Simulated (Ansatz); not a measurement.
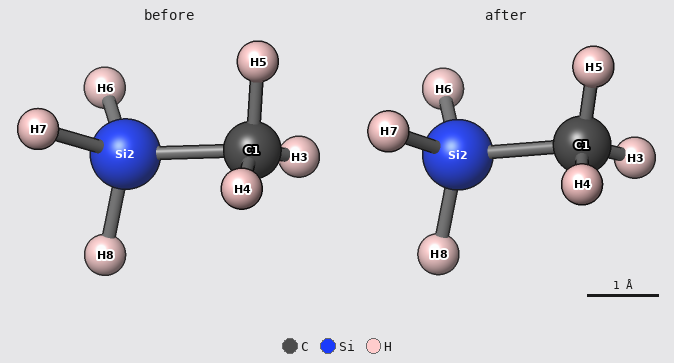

The structure of CH₆Si before (left) and after (right) a relaxation, at one scale.

A ball-and-stick model, seen at a tilt.

Theory: UKS revPBE/aug-pcseg-2 in Ansatz.

Input
```yaml
crystal:
  periodic: [false, false, false]
  atoms:
    - {symbol: C, position_ang: [-0.330232, 0.118048, -1.074425]}
    - {symbol: Si, position_ang: [0.141224, -0.183684, 0.753433]}
    - {symbol: H, position_ang: [-1.279274, 0.138112, -1.220767]}
    - {symbol: H, position_ang: [0.544417, -0.465009, -1.606363]}
    - {symbol: H, position_ang: [0.024675, 1.362221, -1.195398]}
    - {symbol: H, position_ang: [-0.471301, 0.726764, 1.705480]}
    - {symbol: H, position_ang: [1.730075, -0.034745, 1.193681]}
    - {symbol: H, position_ang: [-0.199393, -1.624858, 1.088523]}
basis:
  gaussian: {orbitals: aug-pcseg-2, fitting: {mean_field: def2-universal-jkfit}}
magnetization: {spin_polarized: true, initial_magnetization: 0}
hamiltonian: {xc: {name: revPBE}}
scf: {lower_state_search: off}
relax: {f_tol: 0.0001, max_steps: 2}
output: {forces: true}
```

Run as
```bash
ansatz run in.yaml --threads 4 --pin off --events-out ev --progress --plain --max-ram 10444MiB
```

**Describe what moved and what it gained.**

The relaxation stopped without meeting its thresholds, so the last structure isn't shown to be converged. The input was poor on purpose: steps. H7 moves most after the best rigid fit: 0.20 Å. By element the largest moves are H 0.20 Å, C 0.14 Å, Si 0.07 Å. Among the contacts that change: C1–H5 1.299 → 1.161 Å, Si2–H7 1.655 → 1.524 Å, C1–H3 0.960 → 1.059 Å, C1–H4 1.178 → 1.125 Å. Among the angles between lasting bonds that change: H3–C1–H4 132.5° → 121.0°, C1–Si2–H7 118.5° → 107.1°, H6–Si2–H7 100.0° → 109.4°. Over 1 geometry step the energy falls by 122.5 kJ/mol. Largest force component: 10 eV/Å at the start, 2.5 eV/Å at the end. The run took 2.2 s on 4 threads of Arm Neoverse V2, on a shared host.
